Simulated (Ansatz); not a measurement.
# TiNCl (singlet): density functionals in def2-TZVPP

What do functionals of several rungs give for TiNCl (singlet)?

Program: Ansatz 0.2.0, Gaussian basis. Level of theory: def2-TZVPP, all electrons in the functionals, frozen cores in the correlation of double hybrids and RPA. These are calculated values, not measurements.

To be run: SPW92, PBE, r2SCAN, PBE0, B3LYP, wB97M-V, B2PLYP, RKS PBE0, RPA-PBE.

## (1) The system

The geometry is a PBE0/def2-TZVP stationary point (not a proven minimum).

3 atoms, charge 0, spin multiplicity 1.

Atoms are counted from 1 here; the program's logs count them from 0.

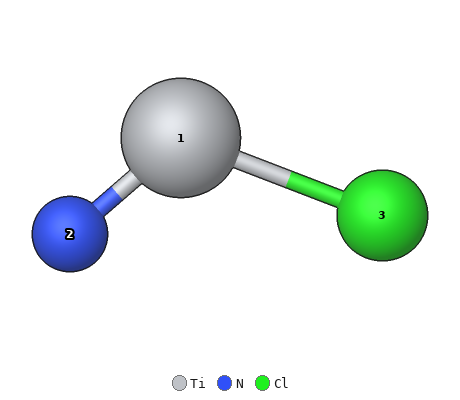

The geometry (titanium light grey, nitrogen blue, chlorine green); atoms are numbered from 1 in the order of the file.

No dispersion term is added; wB97M-V holds VV10 nonlocal correlation. B3LYP takes the VWN-RPA correlation.

## (2) SPW92 (unrestricted)

Input file in.yaml:

```yaml
crystal:
  periodic: [false, false, false]
  atoms:
    - {symbol: Ti, position_ang: [0.000000, -0.356338, -0.660404]}
    - {symbol: N, position_ang: [0.000000, 0.806371, -1.677793]}
    - {symbol: Cl, position_ang: [0.000000, 0.162532, 1.554506]}
basis:
  gaussian: {orbitals: def2-TZVPP}
magnetization: {spin_polarized: true, initial_magnetization: 0}
hamiltonian: {xc: {name: SPW92}}
```

The run is started by

```console
$ ansatz run in.yaml --threads 2 --pin off --events-out ev --progress --plain --max-ram 24576MiB --backend cuda --devices 0, --max-vram 18GiB
```

What it wrote:

```text
Functional definition: SPW92
  name "SPW92"
  cite "Dirac, Proc. Camb. Phil. Soc. 26, 376 (1930) doi:10.1017/S0305004100016108"
  cite "Slater, Phys. Rev. 81, 385 (1951) doi:10.1103/PhysRev.81.385"
  cite "Perdew & Wang, Phys. Rev. B 45, 13244 (1992) doi:10.1103/PhysRevB.45.13244"
  exchange = slater_x
  correlation = pw_c
881 factors; their error is unknown
mean field evaluation 1: about -37006.3706 eV, gradient 6.3e1 eV
mean field evaluation 2: about -36828.0352 eV, gradient 1.5e2 eV
mean field evaluation 4: about -36940.8348 eV, gradient 1.7e2 eV
mean field evaluation 8: about -37021.6227 eV, gradient 6.5e-1 eV
mean field evaluation 16: about -37021.6146 eV, gradient 1.1e-3 eV
mean field -37021.61464885 eV, -1360.5192441936 hartree, gradient 6.4e-5 eV, S^2 0.000000; 0 other end points of the search recorded, 0 dependent functions left out
reference -37021.61468786 eV, -1360.5192456273 hartree; 23, 23 occupied and 114, 114 virtual orbitals, 881 factors
Total energy: -37021.61468786 eV, -1360.5192456273 hartree
```

Run time: 4.1 s. Hardware: 1 × H100 (card shared with other runs) with 2 threads of AMD EPYC 7R13, shared host; peak host memory 0.77 GiB.

From the report: ⟨S²⟩ of the determinant 0.000 (pure singlet: 0.00).

## (3) PBE (unrestricted)

in.yaml: that of step 2 with these lines changed.

```diff
@@ -9,2 +9,3 @@
 magnetization: {spin_polarized: true, initial_magnetization: 0}
-hamiltonian: {xc: {name: SPW92}}
+hamiltonian: {xc: {name: PBE}}
+output: {orbitals: {seedname: orbitals}}
```

Same command.

What it wrote:

```text
Functional definition: PBE
  name "PBE"
  cite "Perdew, Burke & Ernzerhof, Phys. Rev. Lett. 77, 3865 (1996) doi:10.1103/PhysRevLett.77.3865"
  parent pbe
  parameter kappa = 0.804
  parameter beta = 0.06672455060314922
  exchange = pbe_x(kappa = kappa, mu = beta*pi^2/3)
  correlation = pbe_c(beta = beta)
881 factors; their error is unknown
mean field evaluation 1: about -37100.9648 eV, gradient 6.4e1 eV
mean field evaluation 2: about -36910.7232 eV, gradient 1.6e2 eV
mean field evaluation 4: about -37029.5997 eV, gradient 1.8e2 eV
mean field evaluation 8: about -37116.5400 eV, gradient 5.2e-1 eV
mean field evaluation 16: about -37116.5314 eV, gradient 8.2e-4 eV
mean field -37116.53144037 eV, -1364.0073719451 hartree, gradient 4.8e-5 eV, S^2 0.000000; 0 other end points of the search recorded, 0 dependent functions left out
reference -37116.53148138 eV, -1364.0073734521 hartree; 23, 23 occupied and 114, 114 virtual orbitals, 881 factors
Total energy: -37116.53148138 eV, -1364.0073734521 hartree
```

Run time: 1.8 s. Hardware: 1 × H100 (card shared with other runs) with 2 threads of AMD EPYC 7R13, shared host; peak host memory 0.79 GiB.

From the report: ⟨S²⟩ of the determinant 0.000 (pure singlet: 0.00).

## (4) r2SCAN (unrestricted)

in.yaml: that of step 3 with these lines changed.

```diff
@@ -9,3 +9,3 @@
 magnetization: {spin_polarized: true, initial_magnetization: 0}
-hamiltonian: {xc: {name: PBE}}
-output: {orbitals: {seedname: orbitals}}
+hamiltonian: {xc: {name: r2SCAN}}
+output: {forces: true}
```

Launched as before.

What it wrote:

```text
Functional definition: r2SCAN
  name "r2SCAN"
  cite "Furness, Kaplan, Ning, Perdew & Sun, J. Phys. Chem. Lett. 11, 8208 (2020) doi:10.1021/acs.jpclett.0c02405"
  cite "Furness, Kaplan, Ning, Perdew & Sun, J. Phys. Chem. Lett. 11, 9248 (2020) doi:10.1021/acs.jpclett.0c03077"
  parent r2scan
  parameter k0 = 0.174
  parameter k1 = 0.065
  parameter a1 = 4.9479
  exchange = r2scan_x(k0 = k0, k1 = k1, a1 = a1)
  correlation = r2scan_c
881 factors; their error is unknown
mean field evaluation 1: about -37112.5729 eV, gradient 6.1e1 eV
mean field evaluation 2: about -36917.3825 eV, gradient 1.8e2 eV
mean field evaluation 4: about -37122.7664 eV, gradient 3.0e1 eV
mean field evaluation 8: about -37126.5738 eV, gradient 2.3e-1 eV
mean field evaluation 16: about -37126.5616 eV, gradient 1.1e-4 eV
mean field -37126.56164941 eV, -1364.3759753286 hartree, gradient 5.6e-5 eV, S^2 0.000000; 0 other end points of the search recorded, 0 dependent functions left out
the calculation of the forces begins
reference -37126.56166661 eV, -1364.3759759605 hartree; 23, 23 occupied and 114, 114 virtual orbitals, 881 factors
Total energy: -37126.56166661 eV, -1364.3759759605 hartree
Atom 0 at     0.000000    -0.356338    -0.660404 Å, force     0.000000    -0.900029     0.624394 eV/Å
Atom 1 at     0.000000     0.806371    -1.677793 Å, force    -0.000000     0.842394    -0.629668 eV/Å
Atom 2 at     0.000000     0.162532     1.554506 Å, force    -0.000000     0.057635     0.005274 eV/Å
Dipole moment:    -0.000000    -1.178670    -0.338378 e Å
```

It took 2.9 s on 1 × H100 (card shared with other runs) with 2 threads of AMD EPYC 7R13, shared host; peak host memory 0.83 GiB.

From the report: ⟨S²⟩ of the determinant 0.000 (pure singlet: 0.00).

## (5) PBE0 (unrestricted)

in.yaml: that of step 4 with these lines changed.

```diff
@@ -9,3 +9,3 @@
 magnetization: {spin_polarized: true, initial_magnetization: 0}
-hamiltonian: {xc: {name: r2SCAN}}
-output: {forces: true}
+hamiltonian: {xc: {name: PBE0}}
+output: {forces: true, orbitals: {seedname: orbitals}}
```

Same command.

What it wrote:

```text
Functional definition: PBE0
  name "PBE0"
  cite "Adamo & Barone, J. Chem. Phys. 110, 6158 (1999) doi:10.1063/1.478522"
  cite "Perdew, Burke & Ernzerhof, Phys. Rev. Lett. 77, 3865 (1996) doi:10.1103/PhysRevLett.77.3865"
  parent pbe
  parameter a = 0.25
  parameter kappa = 0.804
  parameter beta = 0.06672455060314922
  exchange = (1 - a)*pbe_x(kappa = kappa, mu = beta*pi^2/3) + a*exact_x
  correlation = pbe_c(beta = beta)
992 factors; their error is unknown
mean field evaluation 1: about -37102.0724 eV, gradient 6.4e1 eV
mean field evaluation 2: about -36895.1127 eV, gradient 2.2e2 eV
mean field evaluation 4: about -37116.7164 eV, gradient 1.1e1 eV
mean field evaluation 8: about -37117.2728 eV, gradient 5.3e-2 eV
mean field evaluation 16: about -37117.4347 eV, gradient 2.1e-4 eV
mean field -37117.43472704 eV, -1364.0405671180 hartree, gradient 7.0e-5 eV, S^2 0.000000; 0 other end points of the search recorded, 0 dependent functions left out
the calculation of the forces begins
reference -37117.43475795 eV, -1364.0405682538 hartree; 23, 23 occupied and 114, 114 virtual orbitals, 992 factors
Total energy: -37117.43475795 eV, -1364.0405682538 hartree
Atom 0 at     0.000000    -0.356338    -0.660404 Å, force    -0.000000     0.090143    -0.107564 eV/Å
Atom 1 at     0.000000     0.806371    -1.677793 Å, force     0.000000    -0.094977     0.080034 eV/Å
Atom 2 at     0.000000     0.162532     1.554506 Å, force     0.000000     0.004834     0.027531 eV/Å
Dipole moment:    -0.000000    -1.180389    -0.370157 e Å
```

Wall time 3 s (1 × H100 (card shared with other runs) with 2 threads of AMD EPYC 7R13, shared host); peak host memory 0.8 GiB.

From the report: ⟨S²⟩ of the determinant 0.000 (pure singlet: 0.00).

## (6) B3LYP (unrestricted)

in.yaml: that of step 5 with these lines changed.

```diff
@@ -9,3 +9,2 @@
 magnetization: {spin_polarized: true, initial_magnetization: 0}
-hamiltonian: {xc: {name: PBE0}}
-output: {forces: true, orbitals: {seedname: orbitals}}
+hamiltonian: {xc: {name: B3LYP}}
```

Same command.

What it wrote:

```text
Functional definition: B3LYP
  name "B3LYP"
  cite "Stephens, Devlin, Chabalowski & Frisch, J. Phys. Chem. 98, 11623 (1994) doi:10.1021/j100096a001"
  cite "Becke, Phys. Rev. A 38, 3098 (1988) doi:10.1103/PhysRevA.38.3098"
  cite "Lee, Yang & Parr, Phys. Rev. B 37, 785 (1988) doi:10.1103/PhysRevB.37.785"
  cite "Vosko, Wilk & Nusair, Can. J. Phys. 58, 1200 (1980) doi:10.1139/p80-159"
  parameter a0 = 0.2
  parameter ax = 0.72
  parameter ac = 0.81
  exchange = (1 - a0 - ax)*slater_x + ax*b88_x + a0*exact_x
  correlation = (1 - ac)*vwn_rpa_c + ac*lyp_c
966 factors; their error is unknown
mean field evaluation 1: about -37113.1045 eV, gradient 6.7e1 eV
mean field evaluation 2: about -36889.6173 eV, gradient 2.2e2 eV
mean field evaluation 4: about -37128.3085 eV, gradient 1.6e1 eV
mean field evaluation 8: about -37129.5394 eV, gradient 1.3e-1 eV
mean field evaluation 16: about -37129.6666 eV, gradient 4.6e-4 eV
mean field -37129.66658890 eV, -1364.4900797501 hartree, gradient 4.4e-5 eV, S^2 0.000000; 0 other end points of the search recorded, 0 dependent functions left out
reference -37129.66681205 eV, -1364.4900879507 hartree; 23, 23 occupied and 114, 114 virtual orbitals, 966 factors
Total energy: -37129.66681205 eV, -1364.4900879507 hartree
```

Run time: 2.6 s. Hardware: 1 × H100 (card shared with other runs) with 2 threads of AMD EPYC 7R13, shared host; peak host memory 0.8 GiB.

From the report: ⟨S²⟩ of the determinant 0.000 (pure singlet: 0.00).

## (7) wB97M-V (unrestricted)

in.yaml: that of step 6 with these lines changed.

```diff
@@ -9,2 +9,3 @@
 magnetization: {spin_polarized: true, initial_magnetization: 0}
-hamiltonian: {xc: {name: B3LYP}}
+hamiltonian: {xc: {name: wB97M-V}}
+output: {forces: true, orbitals: {seedname: orbitals}}
```

The command is unchanged.

What it wrote:

```text
Functional definition: wB97M-V
  name "wB97M-V"
  cite "Mardirossian & Head-Gordon, J. Chem. Phys. 144, 214110 (2016) doi:10.1063/1.4952647"
  cite "Becke, J. Chem. Phys. 107, 8554 (1997) doi:10.1063/1.475007"
  cite "Vydrov & Van Voorhis, J. Chem. Phys. 133, 244103 (2010) doi:10.1063/1.3521275"
  # Of w^i u^j: cxij and so on, Table III.
  parameter omega = 0.3/bohr
  parameter cx = 0.15
  parameter cx01 = 1.007
  parameter cx10 = 0.259
  parameter css00 = 0.443
  parameter css04 = -1.437
  parameter css10 = -4.535
  parameter css20 = -3.390
  parameter css43 = 4.278
  parameter cos00 = 1.000
  parameter cos10 = 1.358
  parameter cos20 = 2.924
  parameter cos21 = -8.812
  parameter cos60 = -1.390
  parameter cos61 = 9.142
  parameter b = 6.0
  parameter c = 0.01
  gx(w, u) = 1 - cx + cx01*u + cx10*w
  gss(w, u) = css00 + css04*u^4 + css10*w + css20*w^2 + css43*w^4*u^3
  gos(w, u) = cos00 + cos10*w + (cos20 + cos21*u)*w^2 + (cos60 + cos61*u)*w^6
  exchange = spin_sum(e_x_unif_sr(omega)*gx(b97_w, b97_u_x)) + cx*exact_x_sr(omega) + exact_x_lr(omega)
  correlation = spin_sum(e_c_pw_mod_same_spin*gss(b97_w, b97_u_same))
      + integral(e_c_pw_mod_opposite_spin*gos(b97_w_opposite, b97_u_opposite)) + vv10(b, c)
929 factors; their error is unknown
150 factors; integrals over basis functions are off by at most 6.3e-4 eV
mean field evaluation 1: about -37108.6958 eV, gradient 6.6e1 eV
mean field evaluation 2: about -36934.3219 eV, gradient 2.2e2 eV
mean field evaluation 4: about -37125.8035 eV, gradient 8.9e0 eV
mean field evaluation 8: about -37126.0752 eV, gradient 1.3e-1 eV
mean field evaluation 16: about -37126.1708 eV, gradient 2.2e-3 eV
mean field -37126.17076070 eV, -1364.3616104333 hartree, gradient 5.9e-5 eV, S^2 0.000000; 0 other end points of the search recorded, 0 dependent functions left out
the calculation of the forces begins
reference -37126.17080965 eV, -1364.3616122322 hartree; 23, 23 occupied and 114, 114 virtual orbitals, 929 factors
Total energy: -37126.17080965 eV, -1364.3616122322 hartree
Atom 0 at     0.000000    -0.356338    -0.660404 Å, force     0.000000     0.471183    -0.532061 eV/Å
Atom 1 at     0.000000     0.806371    -1.677793 Å, force     0.000000    -0.474810     0.333959 eV/Å
Atom 2 at     0.000000     0.162532     1.554506 Å, force    -0.000000     0.003626     0.198102 eV/Å
Dipole moment:    -0.000000    -1.189008    -0.390112 e Å
```

It took 3.6 s on 1 × H100 (card shared with other runs) with 2 threads of AMD EPYC 7R13, shared host; peak host memory 0.92 GiB.

From the report: ⟨S²⟩ of the determinant 0.000 (pure singlet: 0.00).

## (8) B2PLYP (unrestricted)

in.yaml: that of step 7 with these lines changed.

```diff
@@ -9,3 +9,3 @@
 magnetization: {spin_polarized: true, initial_magnetization: 0}
-hamiltonian: {xc: {name: wB97M-V}}
-output: {forces: true, orbitals: {seedname: orbitals}}
+hamiltonian: {xc: {name: B2PLYP}}
+correlation: {electrons: outside_noble_gas}
```

The command is unchanged.

What it wrote:

```text
Functional definition: B2PLYP
  name "B2PLYP"
  cite "Grimme, J. Chem. Phys. 124, 034108 (2006) doi:10.1063/1.2148954"
  cite "Becke, Phys. Rev. A 38, 3098 (1988) doi:10.1103/PhysRevA.38.3098"
  cite "Lee, Yang & Parr, Phys. Rev. B 37, 785 (1988) doi:10.1103/PhysRevB.37.785"
  parameter a = 0.53
  parameter c = 0.27
  exchange = (1 - a)*b88_x + a*exact_x
  correlation = (1 - c)*lyp_c + c*(mp2_os + mp2_ss)
892 factors; integrals over basis functions are off by at most 8.6e-4 eV
mean field evaluation 1: about -37095.6302 eV, gradient 6.4e1 eV
mean field evaluation 2: about -37095.7165 eV, gradient 6.4e1 eV
mean field evaluation 4: about -37108.0611 eV, gradient 3.2e1 eV
mean field evaluation 8: about -37112.1948 eV, gradient 1.1e0 eV
mean field evaluation 16: about -37112.2132 eV, gradient 9.0e-3 eV
mean field evaluation 32: about -37112.1541 eV, gradient 9.8e-1 eV
mean field evaluation 64: about -37091.0008 eV, gradient 3.7e1 eV
mean field evaluation 96: about -37112.2132 eV, gradient 5.7e-6 eV
mean field -37112.21322263 eV, -1363.8486803699 hartree, gradient 5.7e-6 eV, S^2 0.000000; 6 other end points of the search recorded, 0 dependent functions left out
15 core orbitals not correlated: weight in the atoms' cores, before any rotation towards them, 0.985 or more for the frozen orbitals, at most 0.011 for the correlated occupied ones
reference -37112.21336358 eV, -1363.8486855498 hartree; 8, 8 occupied and 114, 114 virtual orbitals, 892 factors
second order -21.56057097 eV of doubles, -0.00000000 eV of singles
Total energy: -37118.03471774 eV, -1364.0626163694 hartree
```

Wall time 5.5 s (1 × H100 (card shared with other runs) with 2 threads of AMD EPYC 7R13, shared host); peak host memory 0.83 GiB.

From the report: ⟨S²⟩ of the determinant 0.000 (pure singlet: 0.00).

## (9) PBE0 (restricted)

in.yaml: that of step 8 with these lines changed.

```diff
@@ -8,4 +8,2 @@
   gaussian: {orbitals: def2-TZVPP}
-magnetization: {spin_polarized: true, initial_magnetization: 0}
-hamiltonian: {xc: {name: B2PLYP}}
-correlation: {electrons: outside_noble_gas}
+hamiltonian: {xc: {name: PBE0}}
```

Launched as before.

What it wrote:

```text
Functional definition: PBE0
  name "PBE0"
  cite "Adamo & Barone, J. Chem. Phys. 110, 6158 (1999) doi:10.1063/1.478522"
  cite "Perdew, Burke & Ernzerhof, Phys. Rev. Lett. 77, 3865 (1996) doi:10.1103/PhysRevLett.77.3865"
  parent pbe
  parameter a = 0.25
  parameter kappa = 0.804
  parameter beta = 0.06672455060314922
  exchange = (1 - a)*pbe_x(kappa = kappa, mu = beta*pi^2/3) + a*exact_x
  correlation = pbe_c(beta = beta)
992 factors; their error is unknown
mean field evaluation 1: about -37102.0724 eV, gradient 9.0e1 eV
mean field evaluation 2: about -36895.1127 eV, gradient 3.1e2 eV
mean field evaluation 4: about -37116.7164 eV, gradient 1.6e1 eV
mean field evaluation 8: about -37117.2728 eV, gradient 7.5e-2 eV
mean field evaluation 16: about -37117.4347 eV, gradient 9.8e-5 eV
mean field -37117.43472706 eV, -1364.0405671187 hartree, gradient 3.6e-5 eV, S^2 0.000000; 0 other end points of the search recorded, 0 dependent functions left out
reference -37117.43475797 eV, -1364.0405682546 hartree; 23, 23 occupied and 114, 114 virtual orbitals, 992 factors
Total energy: -37117.43475797 eV, -1364.0405682546 hartree
```

Wall time 4 s (1 × H100 (card shared with other runs) with 2 threads of AMD EPYC 7R13, shared host); peak host memory 0.78 GiB.

## (10) RPA-PBE

in.yaml: that of step 9 with these lines changed.

```diff
@@ -8,2 +8,4 @@
   gaussian: {orbitals: def2-TZVPP}
-hamiltonian: {xc: {name: PBE0}}
+magnetization: {spin_polarized: true, initial_magnetization: 0}
+hamiltonian: {xc: {name: PBE}}
+correlation: {method: rpa, electrons: outside_noble_gas}
```

Launched as before.

What it wrote:

```text
Functional definition: PBE
  name "PBE"
  cite "Perdew, Burke & Ernzerhof, Phys. Rev. Lett. 77, 3865 (1996) doi:10.1103/PhysRevLett.77.3865"
  parent pbe
  parameter kappa = 0.804
  parameter beta = 0.06672455060314922
  exchange = pbe_x(kappa = kappa, mu = beta*pi^2/3)
  correlation = pbe_c(beta = beta)
892 factors; integrals over basis functions are off by at most 8.6e-4 eV
mean field evaluation 1: about -37100.9579 eV, gradient 6.4e1 eV
mean field evaluation 2: about -37100.9551 eV, gradient 6.4e1 eV
mean field evaluation 4: about -37107.3854 eV, gradient 4.5e1 eV
mean field evaluation 8: about -37116.5143 eV, gradient 2.2e0 eV
mean field evaluation 16: about -37116.5314 eV, gradient 8.3e-3 eV
mean field evaluation 32: about -37065.8722 eV, gradient 7.7e1 eV
mean field evaluation 64: about -37085.7029 eV, gradient 2.6e1 eV
mean field -37116.53143454 eV, -1364.0073717306 hartree, gradient 3.3e-6 eV, S^2 0.000000; 0 other end points of the search recorded, 0 dependent functions left out
15 core orbitals not correlated: weight in the atoms' cores, before any rotation towards them, 0.986 or more for the frozen orbitals, at most 0.010 for the correlated occupied ones
reference -37070.13861812 eV, -1362.3024671733 hartree; 8, 8 occupied and 114, 114 virtual orbitals, 892 factors
Total energy: -37093.64842077 eV, -1363.1664364853 hartree
```

It took 6.5 s on 1 × H100 (card shared with other runs) with 2 threads of AMD EPYC 7R13, shared host; peak host memory 0.9 GiB.

From the report: ⟨S²⟩ of the determinant 0.000 (pure singlet: 0.00).

## (11) Side by side

```
functional  energy (eV)   ⟨S²⟩   time
     SPW92  -37021.6147  0.000  4.1 s
       PBE  -37116.5315  0.000  1.8 s
    r2SCAN  -37126.5617  0.000  2.9 s
      PBE0  -37117.4348  0.000    3 s
     B3LYP  -37129.6668  0.000  2.6 s
   wB97M-V  -37126.1708  0.000  3.6 s
    B2PLYP  -37118.0347  0.000  5.5 s
  RKS PBE0  -37117.4348  0.000    4 s
   RPA-PBE  -37093.6484  0.000  6.5 s
```

Orbital levels of the runs that wrote orbitals: PBE HOMO -5.73, LUMO -3.61 eV; PBE0 HOMO -7.15, LUMO -2.71 eV; wB97M-V HOMO -9.50, LUMO -1.50 eV.

## (12) Outcome

| quantity | value |
| --- | --- |
| spread of total energies | 108.1 eV |
| quickest, slowest | PBE 1.8 s, RPA-PBE 6.5 s |

Total energies of different functionals can't be ranked; only differences within one functional count.
